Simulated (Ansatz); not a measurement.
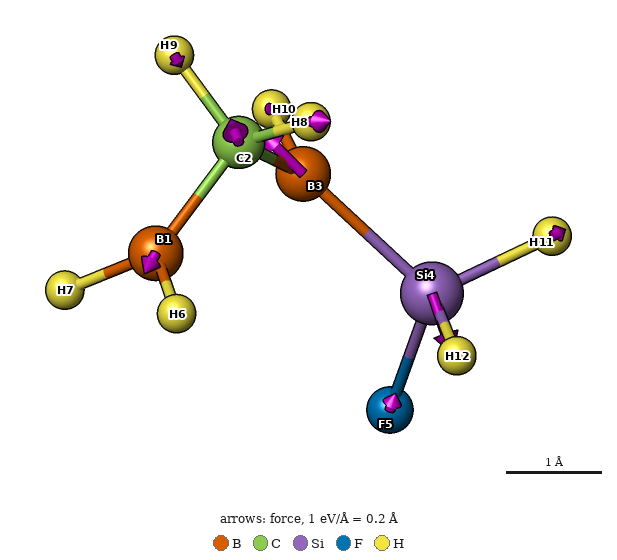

Starting geometry of CH7B2FSi (coarse preliminary run) with the computed forces as purple arrows. A ball-and-stick model, seen from a free direction.

The start comes from a force field.

The calculation used Ansatz, RKS PBE-D4/def2-SVP. Set-up: force threshold 0.03 eV/Å; at most 200 steps.

Is this structure relaxed? If not, where do the atoms go?

Answer. It isn't relaxed: the largest force vector, on Si4, is 3.49 eV/Å. The final displacements have little in common with the starting forces (cosine between the two patterns 0.05). After 16 geometry steps the energy has fallen by 0.633 eV. The largest force component goes from 2.9 to 0.03 eV/Å. H10 moves most after the best rigid fit: 1.49 Å. By element the largest moves are H 1.49 Å, F 1.15 Å, B 0.56 Å, Si 0.24 Å, C 0.22 Å. Some distances before and after: B3–Si4 1.863 → 2.014 Å, Si4–H11 1.459 → 1.511 Å, Si4–F5 1.691 → 1.649 Å, C2–H8 1.071 → 1.106 Å. Bond angles that change, for instance: B3–C2–H9 112.1° → 97.3°, B3–C2–H8 109.5° → 116.1°, B1–C2–H8 111.5° → 117.3°. Groups turn about B3–Si4 by about 60°, C2–B3 by about 55°. The run took 13 s on 4 threads of Intel Xeon 6975P-C, with other jobs on the host.
